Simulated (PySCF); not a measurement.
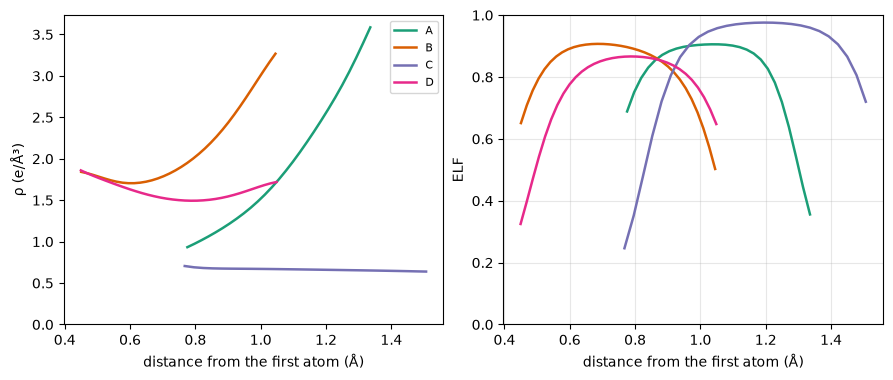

*C4H12NSi2 (SMILES [SiH2][SiH2]NCC1CC1) (doublet). Electron density and electron localisation function along straight lines between neighbouring atoms. The curves leave out the atomic cores.*

Geometry: GFN2-xTB.

These are results of PySCF, UKS B3LYP, pcH-1 on C H N Si, non-relativistic, mean-field spin-orbit, GIAO, not measurements.

```xyz
19

Si    3.4126   -0.0614    0.6051
Si    1.9910   -1.5881   -0.2990
N     0.4034   -1.0688    0.1246
C    -0.1270    0.2326   -0.1963
C    -1.2571    0.5964    0.7388
C    -2.2615    1.6341    0.3408
C    -2.6607    0.1911    0.4026
H     4.8048   -0.4639    0.8281
H     3.5056    1.3068    0.0757
H     2.1178   -1.8417   -1.7572
H     2.0953   -2.9017    0.3493
H    -0.3274   -1.7641    0.1320
H     0.6875    0.9574   -0.0907
H    -0.4867    0.2838   -1.2371
H    -0.9682    0.5549    1.7819
H    -2.6358    2.3060    1.0976
H    -2.1589    2.0916   -0.6317
H    -2.8307   -0.3256   -0.5305
H    -3.3137   -0.1301    1.1998
```

Which curve belongs to which contact (C–C, C–N, Si–N and Si–Si)? The first atom named is at distance zero.

Curve A: Si–N (1.72 Å): ρ is about 1.1 e/Å³ halfway; the ELF peaks at about 0.90 between the atoms, as expected for a polar covalent bond. Curve B: C–N (1.44 Å): the density is about 1.8 e/Å³ at the midpoint; the ELF peaks at about 0.90 between the atoms, as expected for localised, covalent bonding. Curve C: Si–Si (2.27 Å): ρ at the midpoint is about 0.66 e/Å³; the ELF peaks at about 1 between the atoms; localised, covalent bonding. Curve D: C–C (1.50 Å): the density is about 1.5 e/Å³ at the midpoint; the ELF peaks at about 0.85 between the atoms, as expected for a shared electron pair.
